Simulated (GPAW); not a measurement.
**zigzag Ti chain, bond 3.025 A: a ladder in the plane-wave cutoff**

Wanted: the cheapest choice of the plane-wave cutoff that holds the magnetic results of zigzag Ti chain, bond 3.025 A.

Main program and level: GPAW 26.7.0; PBE; plane waves with GPAW's PAW setups, scalar-relativistic.

## 1. The structure

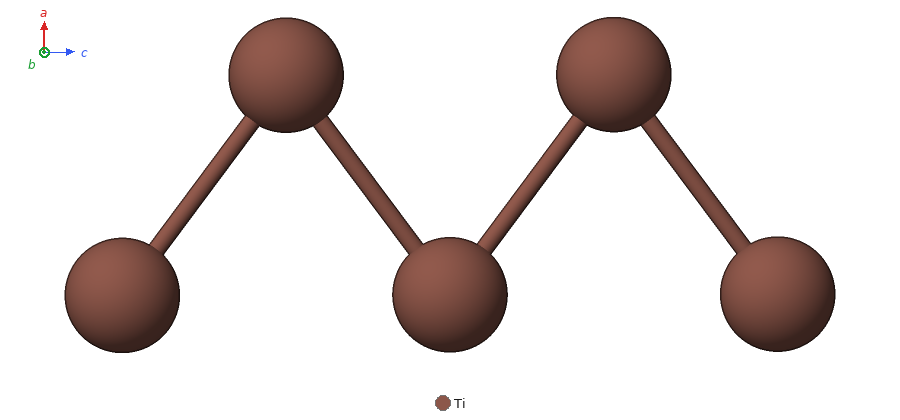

The starting structure, seen from the side, with the c axis across the page (titanium brown). 1×1×2 cells are drawn. Some periodic images of atoms are drawn too.

The cell holds 2 atoms: 2 Ti. Cell: a = 12.000 Å, b = 12.000 Å, c = 3.630 Å, α = 90.0°, β = 90.0°, γ = 90.0°. model lattice. Vacuum lies along a and b. The structure's axis is c.

## 2. Rung 1 (250 eV), start ferro ++

The ladder starts at a low cutoff and climbs, to see from where on the results stand still.

order1.py reads:

```python
import json
import numpy as np
from ase import Atoms
from ase.parallel import paropen, parprint
from gpaw import GPAW

atoms = Atoms(['Ti', 'Ti'],
    cell=[[12.0, 0.0, 0.0],
         [0.0, 12.0, 0.0],
         [0.0, 0.0, 3.63]],
    scaled_positions=[[0.39916667, 0.5, 0.0],
         [0.60083333, 0.5, 0.5]],
    pbc=True,
    magmoms=[1.0, 1.0])
atoms.calc = GPAW(mode={'name': 'pw', 'ecut': 250},
    xc='PBE',
    kpts={'size': (1, 1, 8), 'gamma': True},
    occupations={'name': 'fermi-dirac', 'width': 0.15},
    convergence={'density': 0.0001, 'energy': 1e-05},
    maxiter=200,
    txt='order1.txt')
e = atoms.get_potential_energy(force_consistent=True)
res = {'free_energy': e, 'energy_sigma0': atoms.get_potential_energy(), 'fermi_energy': atoms.calc.get_fermi_level()}
res['moments'] = atoms.get_magnetic_moments().tolist()
res['total'] = atoms.get_magnetic_moment()
parprint('site moments (muB):', np.round(res['moments'], 3))
parprint(f"total moment: {res['total']:.3f} muB")
parprint(f'free energy: {e:.6f} eV')
atoms.calc.write('order1.gpw')
with paropen('results.json', 'w') as f:
    json.dump(res, f)
```

Run with:

```
> OMP_NUM_THREADS=1 python3 order1.py > order1.log
```

What it wrote:

```text
site moments (muB): [1.502 1.502]
total moment: 5.112 muB
free energy: -6.126570 eV

--- order1.txt ---
Input parameters:
  mode=PW(ecut=250),
  convergence={'density': 0.0001, 'energy': 1e-05},
  kpts=MonkhorstPack(size=(1, 1, 8), gamma=True),
  maxiter=200,
  occupations=Occupations(name='fermi-dirac', width=0.15),
  xc=XC(name='PBE')

Diagonalizing LCAO Hamiltonian
Converting LCAO to pw mode
        .----------------------------.
       /|                            |
      / |                            |
     /  |                            |
    /   .----------------------------.
   /   /              Ti            /
  /   /                            /
 *   /                            /
 |  /           Ti               /
 | /                            /
 |/                            /
 *----------------------------*

Atoms  # Å, Bohr magnetons
|   | symbol |        x |        y |        z |    initial magnetic moments |
|---|--------|----------|----------|----------|-----------------------------|
| 0 |     Ti | 4.790000 | 6.000000 | 0.000000 | ( 0.0000,  0.0000,  1.0000) |
| 1 |     Ti | 7.210000 | 6.000000 | 1.815000 | ( 0.0000,  0.0000,  1.0000) |

Unit cell  # Å
| periodic |         x |         y |        z |   lengths |    angles |
|----------|-----------|-----------|----------|-----------|-----------|
|      yes | 12.000000 |  0.000000 | 0.000000 | 12.000000 | 90.000000 |
|      yes |  0.000000 | 12.000000 | 0.000000 | 12.000000 | 90.000000 |
|      yes |  0.000000 |  0.000000 | 3.630000 |  3.630000 | 90.000000 |

Number of symmetries: 4

BZ-sampling:
  Number of BZ points: 8
  Number of IBZ points: 5

  Monkhorst-Pack size: [1, 1, 8]
  Monkhorst-Pack shift: [0.0, 0.0, 0.0625]

Plane wave coefficients: 4729
Cutoff: 250.0 eV

Spin-components: 2 (collinear spins)
Bands:           20
Projectors:      12
Spin-degeneracy: 1
Datatype:        complex128

Parallelization:
  kpt:    1
  domain: 1
  band:   1

Density:
  Valence electrons: 24.0
  Components: 2
  Grid points: [45 45 14]
  Charge: 0.0  # |e|

Potential:
  Grid points: [45 45 14]

[... setups left out ...]
Reference energy: -46448.028563  # eV

eigensolver:
  PPCG
  Converge bands: occupied
  niter=2

density mixing:
  MSR1-Mixer
  Pratt-step length: 0.05
  Maximum mixing coefficient: 0.75
  Old densities: 10
  SVD Regularization: 0.005
  Good broyden scale: 1.0
  Trust region scale: 1.0
  Backstep threshold: 4.0
  History deletion threshold: 6.0
  Fourier metric: weight=20.0, sigma=0.015

occupation numbers:
  Fermi-Dirac:
    width: 0.1500  # eV

poisson solver:
  ecut: 2000.0  # eV

xc functional:
  name: PBE with 2 nearest neighbor stencil

convergence criteria:
- Maximum integral of absolute [dens]ity change: 0.0001 electrons / valence electron
- Maximum [total energy] change in last 3 cyles: 1e-05 eV / valence electron
- Maximum integral of absolute [eigenst]ate change: 4e-08 eV^2 / valence electron
maximum number of iterations: 200

SCF iterations
|iter     |      energy | eigst |  dens |  magmom |
|---------|-------------|-------|-------|---------|
|iter:   1|       0s |   -6.635042 | -0.55 |       |  +2.0083|
|iter:   2|       1s |   -6.311422 | -1.86 | -0.90 |  +2.0165|
|iter:   3|       2s |   -5.554455 | -0.90 | -0.95 |  +2.2002|
|iter:   4|       4s |   -5.566582 | -1.91 | -1.17 |  +2.4477|
|iter:   5|       5s |   -5.668601 | -2.69 | -1.30 |  +2.9743|
|iter:   6|       6s |   -5.778645 | -2.30 | -1.34 |  +3.6917|
|iter:   7|       8s |   -5.840146 | -2.60 | -1.45 |  +4.4426|
|iter:   8|       9s |   -5.853802 | -3.04 | -1.78 |  +4.6256|
|iter:   9|      10s |   -5.875920 | -3.12 | -1.95 |  +5.0633|
|iter:  10|      12s |   -5.871203 | -3.48 | -1.67 |  +5.0323|
|iter:  11|      13s |   -5.871245 | -4.14 | -2.09 |  +5.0083|
|iter:  12|      14s |   -5.873445 | -4.52 | -2.60 |  +5.1063|
|iter:  13|      16s |   -5.873633 | -5.05 | -2.80 |  +5.1064|
|iter:  14|      17s |   -5.873541c| -5.64 | -3.45 |  +5.1009|
|iter:  15|      18s |   -5.873770c| -6.10 | -3.49 |  +5.1135|
|iter:  16|      20s |   -5.873739c| -6.75 | -3.98 |  +5.1122|
|iter:  17|      21s |   -5.873725c| -7.10 | -4.26c|  +5.1118|
|iter:  18|      22s |   -5.873729c| -7.34 | -4.49c|  +5.1121|
|iter:  19|      23s |   -5.873732c| -7.64c| -4.89c|  +5.1122|

Converged in 19 steps
Energy contributions relative to reference atoms: (reference = -46448.028563)

Energy contributions:
  Kinetic:         -24.214157
  Coulomb:          23.032231
  Zero:              2.194830
  External:          0.000000
  Xc:               -6.633799
  Entropy:          -0.505675
  Spinorbit:         0.000000
  ----------------------------
  Free energy:      -6.126570
  Extrapolated:     -5.873732

dipole moment: (-0.000009, 0.000001, -11.520238)  # |e|*Ang

Total magnetic moment: (0.000000, 0.000000, 5.112216)

Local magnetic moments
|        x |        y |        z |
|----------|----------|----------|
| 0.000000 | 0.000000 | 1.502210 |  # Ti   0
| 0.000000 | 0.000000 | 1.502210 |  # Ti   1

Fermi level: -2.400
Eigenvalues  # (at kpt = [0.000, 0.000, 0.000])
| band index |      eig [eV] | occ [0-1] |      eig [eV] | occ [0-1] |
|------------|---------------|-----------|---------------|-----------|
|          0 |       -60.367 |     1.000 |       -58.696 |     1.000 |
|        ... |               |           |               |           |
|          4 |       -36.707 |     1.000 |       -34.941 |     1.000 |
|          5 |       -36.569 |     1.000 |       -34.941 |     1.000 |
|          6 |       -36.566 |     1.000 |       -34.918 |     1.000 |
|          7 |       -36.500 |     1.000 |       -34.903 |     1.000 |
|          8 |        -5.715 |     1.000 |        -4.638 |     1.000 |
|          9 |        -3.983 |     1.000 |        -3.064 |     0.988 |
|         10 |        -3.134 |     0.993 |        -1.626 |     0.006 |
|         11 |        -2.953 |     0.976 |        -1.582 |     0.004 |
|         12 |        -2.840 |     0.950 |        -1.276 |     0.001 |
|         13 |        -2.686 |     0.871 |        -1.046 |     0.000 |
|         14 |        -2.244 |     0.261 |        -0.933 |     0.000 |
|         15 |        -2.225 |     0.238 |        -0.787 |     0.000 |
|         16 |        -2.083 |     0.108 |        -0.748 |     0.000 |
|         17 |        -1.978 |     0.057 |        -0.486 |     0.000 |
|         18 |        -1.683 |     0.008 |        -0.474 |     0.000 |
|         19 |        -1.340 |     0.001 |        -0.082 |     0.000 |

No gap
No difference between direct/indirect transitions
```

The job ended after 26 s (1 MPI rank of Arm Neoverse V2, shared host; peak memory 0.21 GiB).

Spin moment in the augmentation sphere by atom:

```
atom  spin moment in the augmentation sphere (μB)
 Ti1                                         1.50
 Ti2                                         1.50
```

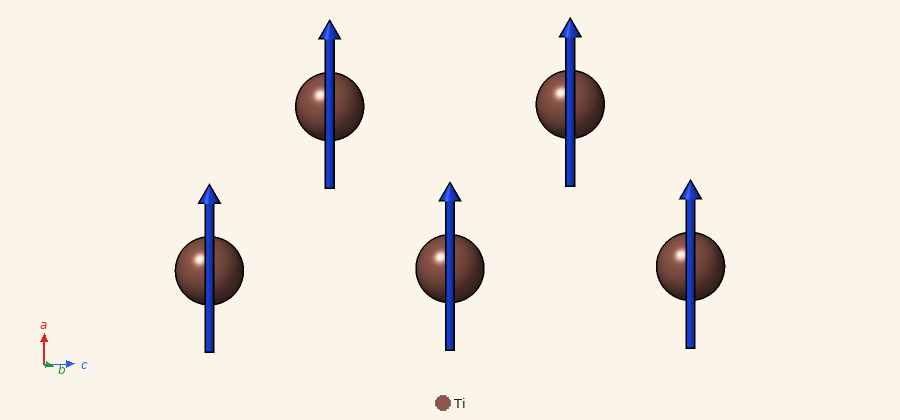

Spin moment in the augmentation sphere as arrows, the longest 1.50 μB. Up and down stand for the sign. Arrows give size and sign along the axis of quantisation, drawn up and down the page. 1×1×2 cells are drawn. Some periodic images of atoms are drawn too.

Read from the output:

| Quantity | Value |
| --- | --- |
| magnetization | 5.112 μB |
| final state | ferromagnetic |

After 19 cycles the largest moment stands at 1.50 μB.

## 3. Rung 1 (250 eV), start antiferro +-

The second start gives the energy difference between the two end states, the quantity that is followed up the ladder.

order2.py is the script of step 2 with these lines changed:

```diff
@@ -13,3 +13,3 @@
     pbc=True,
-    magmoms=[1.0, 1.0])
+    magmoms=[1.0, -1.0])
 atoms.calc = GPAW(mode={'name': 'pw', 'ecut': 250},
@@ -20,3 +20,3 @@
     maxiter=200,
-    txt='order1.txt')
+    txt='order2.txt')
 e = atoms.get_potential_energy(force_consistent=True)
@@ -28,3 +28,3 @@
 parprint(f'free energy: {e:.6f} eV')
-atoms.calc.write('order1.gpw')
+atoms.calc.write('order2.gpw')
 with paropen('results.json', 'w') as f:
```

Run with:

```
> OMP_NUM_THREADS=1 python3 order2.py > order2.log
```

What it wrote:

```text
site moments (muB): [ 1.309 -1.309]
total moment: 0.000 muB
free energy: -6.025902 eV

--- order2.txt ---
Input parameters:
  mode=PW(ecut=250),
  convergence={'density': 0.0001, 'energy': 1e-05},
  kpts=MonkhorstPack(size=(1, 1, 8), gamma=True),
  maxiter=200,
  occupations=Occupations(name='fermi-dirac', width=0.15),
  xc=XC(name='PBE')

Diagonalizing LCAO Hamiltonian
Converting LCAO to pw mode
        .----------------------------.
       /|                            |
      / |                            |
     /  |                            |
    /   .----------------------------.
   /   /              Ti            /
  /   /                            /
 *   /                            /
 |  /           Ti               /
 | /                            /
 |/                            /
 *----------------------------*

Atoms  # Å, Bohr magnetons
|   | symbol |        x |        y |        z |    initial magnetic moments |
|---|--------|----------|----------|----------|-----------------------------|
| 0 |     Ti | 4.790000 | 6.000000 | 0.000000 | ( 0.0000,  0.0000,  1.0000) |
| 1 |     Ti | 7.210000 | 6.000000 | 1.815000 | ( 0.0000,  0.0000, -1.0000) |

Number of symmetries: 4

BZ-sampling:
  Number of BZ points: 8
  Number of IBZ points: 5

  Monkhorst-Pack size: [1, 1, 8]
  Monkhorst-Pack shift: [0.0, 0.0, 0.0625]

Plane wave coefficients: 4729
Cutoff: 250.0 eV

Spin-components: 2 (collinear spins)
Bands:           19
Projectors:      12
Spin-degeneracy: 1
Datatype:        complex128

Parallelization:
  kpt:    1
  domain: 1
  band:   1

Density:
  Valence electrons: 24.0
  Components: 2
[...]
|iter:  18|      20s |   -5.727139 | -6.00 | -3.91 |  +0.0003|
|iter:  19|      21s |   -5.727058 | -6.64 | -4.21c|  +0.0002|
|iter:  20|      22s |   -5.727068c| -7.23 | -4.56c|  +0.0001|
|iter:  21|      23s |   -5.727052c| -7.53c| -4.76c|  +0.0001|

Converged in 21 steps
Energy contributions relative to reference atoms: (reference = -46448.028563)

Energy contributions:
  Kinetic:         -25.143625
  Coulomb:          23.835088
  Zero:              2.195321
  External:          0.000000
  Xc:               -6.314985
  Entropy:          -0.597701
  Spinorbit:         0.000000
  ----------------------------
  Free energy:      -6.025902
  Extrapolated:     -5.727052

dipole moment: (0.000006, 0.000001, -11.521472)  # |e|*Ang

Total magnetic moment: (0.000000, 0.000000, 0.000052)

Local magnetic moments
|        x |        y |         z |
|----------|----------|-----------|
| 0.000000 | 0.000000 |  1.308802 |  # Ti   0
| 0.000000 | 0.000000 | -1.308768 |  # Ti   1

Fermi level: -2.375
Eigenvalues  # (at kpt = [0.000, 0.000, 0.000])
| band index |      eig [eV] | occ [0-1] |      eig [eV] | occ [0-1] |
|------------|---------------|-----------|---------------|-----------|
|          0 |       -60.134 |     1.000 |       -60.134 |     1.000 |
|        ... |               |           |               |           |
|          4 |       -36.326 |     1.000 |       -36.326 |     1.000 |
|          5 |       -35.095 |     1.000 |       -35.095 |     1.000 |
|          6 |       -34.936 |     1.000 |       -34.935 |     1.000 |
|          7 |       -34.849 |     1.000 |       -34.849 |     1.000 |
[...]
|         15 |        -1.629 |     0.007 |        -1.629 |     0.007 |
|         16 |        -1.152 |     0.000 |        -1.152 |     0.000 |
|         17 |        -0.977 |     0.000 |        -0.977 |     0.000 |
|         18 |        -0.557 |     0.000 |        -0.557 |     0.000 |

No gap
No difference between direct/indirect transitions
```

Run time: 26 s. Hardware: 1 MPI rank; peak memory 0.21 GiB.

Spin moment in the augmentation sphere by atom:

```
atom  spin moment in the augmentation sphere (μB)
 Ti1                                         1.31
 Ti2                                        -1.31
```

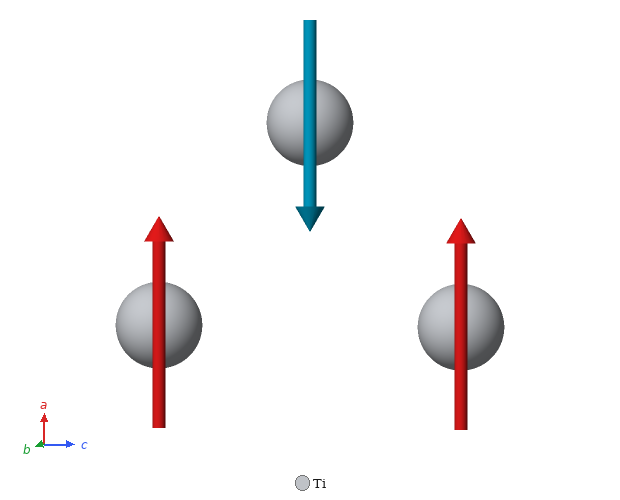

Spin moment in the augmentation sphere as arrows, the longest 1.31 μB. Up and down stand for the sign. Arrows give size and sign along the axis of quantisation, drawn up and down the page. The two directions have two colours. Some periodic images of atoms are drawn too.

Numbers from this step:

```
magnetization : 0 μB
final state   : antiferromagnetic
```

This start lies +50.3 meV a seeded atom from the first; its largest moment is 1.31 μB.

## 4. Rung 2 (325 eV), start ferro ++

order1.py is the script of step 2 with these lines changed:

```diff
@@ -14,3 +14,3 @@
     magmoms=[1.0, 1.0])
-atoms.calc = GPAW(mode={'name': 'pw', 'ecut': 250},
+atoms.calc = GPAW(mode={'name': 'pw', 'ecut': 325},
     xc='PBE',
```

Run with:

```
> OMP_NUM_THREADS=1 python3 order1.py > order1.log
```

What it wrote:

```text
site moments (muB): [1.508 1.508]
total moment: 5.126 muB
free energy: -6.495273 eV

--- order1.txt ---
Input parameters:
  mode=PW(ecut=325),
  convergence={'density': 0.0001, 'energy': 1e-05},
  kpts=MonkhorstPack(size=(1, 1, 8), gamma=True),
  maxiter=200,
  occupations=Occupations(name='fermi-dirac', width=0.15),
  xc=XC(name='PBE')

Diagonalizing LCAO Hamiltonian
Converting LCAO to pw mode
[...]
|          6 |       -36.582 |     1.000 |       -34.921 |     1.000 |
|          7 |       -36.516 |     1.000 |       -34.907 |     1.000 |
[...]
|         16 |        -2.087 |     0.111 |        -0.746 |     0.000 |
|         17 |        -1.977 |     0.057 |        -0.489 |     0.000 |
|         18 |        -1.687 |     0.009 |        -0.475 |     0.000 |
|         19 |        -1.346 |     0.001 |        -0.086 |     0.000 |

No gap
No difference between direct/indirect transitions


[key lines of the parts left out:]
Free energy:      -6.495273
Converged in 19 steps
dipole moment: (0.000032, 0.000001, -11.484036)  # |e|*Ang
Fermi level: -2.398
```

Run time: 34 s. Hardware: 1 MPI rank; peak memory 0.26 GiB.

Read from the output:

| Quantity | Value |
| --- | --- |
| magnetization | 5.126 μB |
| final state | ferromagnetic |
| largest moment | 1.508 μB |

The largest moment moves by +0.01 μB from rung 1, at 1.3 times its CPU time.

## 5. Rung 2 (325 eV), start antiferro +-

order2.py is the script of step 3 with these lines changed:

```diff
@@ -14,3 +14,3 @@
     magmoms=[1.0, -1.0])
-atoms.calc = GPAW(mode={'name': 'pw', 'ecut': 250},
+atoms.calc = GPAW(mode={'name': 'pw', 'ecut': 325},
     xc='PBE',
```

Run with:

```
> OMP_NUM_THREADS=1 python3 order2.py > order2.log
```

What it wrote:

```text
site moments (muB): [ 1.315 -1.315]
total moment: -0.000 muB
free energy: -6.395947 eV

--- order2.txt ---
Input parameters:
  mode=PW(ecut=325),
  convergence={'density': 0.0001, 'energy': 1e-05},
  kpts=MonkhorstPack(size=(1, 1, 8), gamma=True),
  maxiter=200,
  occupations=Occupations(name='fermi-dirac', width=0.15),
  xc=XC(name='PBE')

Diagonalizing LCAO Hamiltonian
Converting LCAO to pw mode
[...]
|          5 |       -35.096 |     1.000 |       -35.096 |     1.000 |
|          6 |       -34.937 |     1.000 |       -34.937 |     1.000 |
[...]
|         15 |        -1.626 |     0.007 |        -1.626 |     0.007 |
|         16 |        -1.150 |     0.000 |        -1.150 |     0.000 |
|         17 |        -0.976 |     0.000 |        -0.976 |     0.000 |
|         18 |        -0.555 |     0.000 |        -0.555 |     0.000 |

No gap
No difference between direct/indirect transitions


[key lines of the parts left out:]
Free energy:      -6.395947
Converged in 20 steps
dipole moment: (0.000002, 0.000001, -11.485108)  # |e|*Ang
Fermi level: -2.373
```

Wall time 35 s (1 MPI rank); peak memory 0.25 GiB.

Numbers from this step:

- magnetization: 0 μB
- final state: antiferromagnetic
- largest moment: 1.315 μB

This start lies +49.7 meV a seeded atom from the first, a change of -0.7 meV since rung 1; its largest moment is 1.32 μB.

## 6. Rung 3 (400 eV), start ferro ++

order1.py is the script of step 4 with these lines changed:

```diff
@@ -14,3 +14,3 @@
     magmoms=[1.0, 1.0])
-atoms.calc = GPAW(mode={'name': 'pw', 'ecut': 325},
+atoms.calc = GPAW(mode={'name': 'pw', 'ecut': 400},
     xc='PBE',
```

Run with:

```
> OMP_NUM_THREADS=1 python3 order1.py > order1.log
```

What it wrote:

```text
site moments (muB): [1.52 1.52]
total moment: 5.145 muB
free energy: -6.794532 eV

--- order1.txt ---
Input parameters:
  mode=PW(ecut=400),
  convergence={'density': 0.0001, 'energy': 1e-05},
  kpts=MonkhorstPack(size=(1, 1, 8), gamma=True),
  maxiter=200,
  occupations=Occupations(name='fermi-dirac', width=0.15),
  xc=XC(name='PBE')

Diagonalizing LCAO Hamiltonian
Converting LCAO to pw mode
[...]
|          6 |       -36.569 |     1.000 |       -34.899 |     1.000 |
|          7 |       -36.503 |     1.000 |       -34.884 |     1.000 |
[...]
|         16 |        -2.088 |     0.113 |        -0.741 |     0.000 |
|         17 |        -1.975 |     0.057 |        -0.482 |     0.000 |
|         18 |        -1.688 |     0.009 |        -0.468 |     0.000 |
|         19 |        -1.355 |     0.001 |        -0.080 |     0.000 |

No gap
No difference between direct/indirect transitions


[key lines of the parts left out:]
Free energy:      -6.794532
Converged in 20 steps
dipole moment: (0.000039, 0.000001, -11.450326)  # |e|*Ang
Fermi level: -2.396
```

Wall time 48 s (1 MPI rank); peak memory 0.31 GiB.

Read from the output:

```yaml
magnetization: 5.145 μB
final_state: ferromagnetic
largest_moment: 1.520 μB
```

The largest moment moves by +0.01 μB from rung 2, at 1.4 times its CPU time.

## 7. Rung 3 (400 eV), start antiferro +-

order2.py is the script of step 5 with these lines changed:

```diff
@@ -14,3 +14,3 @@
     magmoms=[1.0, -1.0])
-atoms.calc = GPAW(mode={'name': 'pw', 'ecut': 325},
+atoms.calc = GPAW(mode={'name': 'pw', 'ecut': 400},
     xc='PBE',
```

Run with:

```
> OMP_NUM_THREADS=1 python3 order2.py > order2.log
```

What it wrote:

```text
site moments (muB): [ 1.327 -1.327]
total moment: -0.000 muB
free energy: -6.694999 eV

--- order2.txt ---
Input parameters:
  mode=PW(ecut=400),
  convergence={'density': 0.0001, 'energy': 1e-05},
  kpts=MonkhorstPack(size=(1, 1, 8), gamma=True),
  maxiter=200,
  occupations=Occupations(name='fermi-dirac', width=0.15),
  xc=XC(name='PBE')

Diagonalizing LCAO Hamiltonian
Converting LCAO to pw mode
[...]
|          5 |       -35.072 |     1.000 |       -35.072 |     1.000 |
|          6 |       -34.913 |     1.000 |       -34.913 |     1.000 |
[...]
|         15 |        -1.621 |     0.007 |        -1.621 |     0.007 |
|         16 |        -1.143 |     0.000 |        -1.143 |     0.000 |
|         17 |        -0.968 |     0.000 |        -0.968 |     0.000 |
|         18 |        -0.275 |     0.000 |        -0.549 |     0.000 |

No gap
No difference between direct/indirect transitions


[key lines of the parts left out:]
Free energy:      -6.694999
Converged in 22 steps
dipole moment: (-0.000003, 0.000001, -11.451437)  # |e|*Ang
Fermi level: -2.369
```

Wall time 51 s (1 MPI rank); peak memory 0.31 GiB.

Numbers from this step:

- magnetization: 0 μB
- final state: antiferromagnetic
- largest moment: 1.327 μB

This start lies +49.8 meV a seeded atom from the first, a change of +0.1 meV since rung 2; its largest moment is 1.33 μB.

(Continued in part 2 of 2.)

[Logs and program files are shortened in this print: banners, set-up blocks, solver, clock and traceback lines can be left out without a mark of their own.]

[Logs are printed without paths, hosts, clocks, repeated set-up lines and the standing remarks that a program may print on its own settings, such as how far it seeks lower states.]

[Hosts, paths, dates, database ids (printed as entryN), source tags and the programs' standing remarks are cut or masked in the printed files.]

[Where a cell is said to come from a database of computed structures, the database is the Materials Project.]
